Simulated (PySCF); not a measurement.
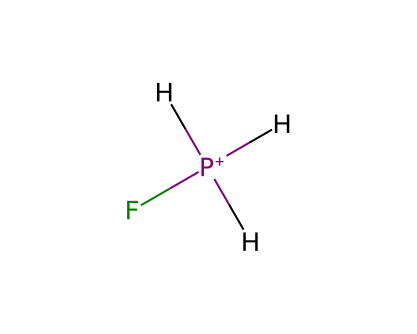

Structural formula above. Charge +1, singlet. The computed structure is the end point of a PBE0-D3(BJ)/def2-SVP optimisation. No frequency run is at hand to confirm it as a minimum.

What does the molecule look like in three dimensions?

The species is FH3P(+). Its SMILES string is `F[PH3+]`. This geometry has C3v symmetry. Coordination: 1 P tetrahedral.

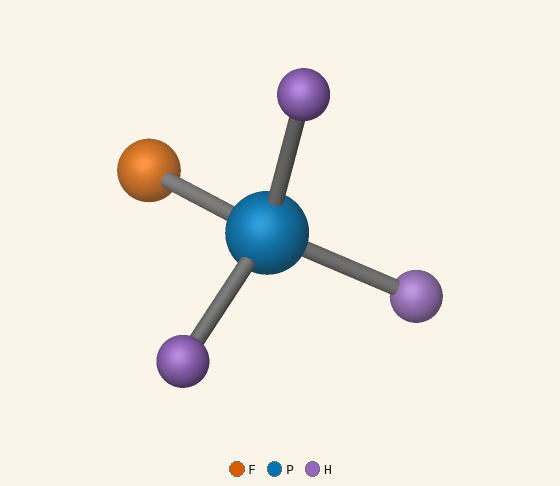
